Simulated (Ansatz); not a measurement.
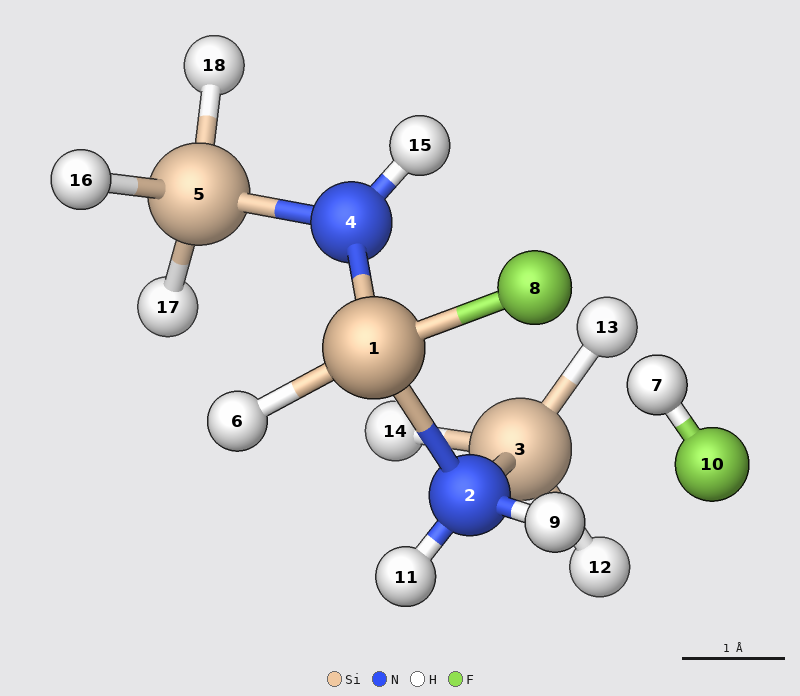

The atoms are numbered. State: neutral, doublet. Computed geometry: PBE0-D4/def2-TZVP optimisation.

Give these bond angles: Si1–N2–H9, Si1–N2–H11, Si1–N4–Si5, Si1–N4–H15, N2–Si1–H6, N2–Si1–F8, N2–Si3–H13, N2–Si3–H14, Si3–N2–H9, Si3–N2–H11, N4–Si1–H6, N4–Si5–H18.

| angle | degrees |
| --- | --- |
| Si1–N2–H9 | 109.7 |
| Si1–N2–H11 | 106.9 |
| Si1–N4–Si5 | 123.6 |
| Si1–N4–H15 | 116.9 |
| N2–Si1–H6 | 88.7 |
| N2–Si1–F8 | 86.6 |
| N2–Si3–H13 | 107.9 |
| N2–Si3–H14 | 107.7 |
| Si3–N2–H9 | 108.8 |
| Si3–N2–H11 | 110.5 |
| N4–Si1–H6 | 94.6 |
| N4–Si5–H18 | 107.2 |
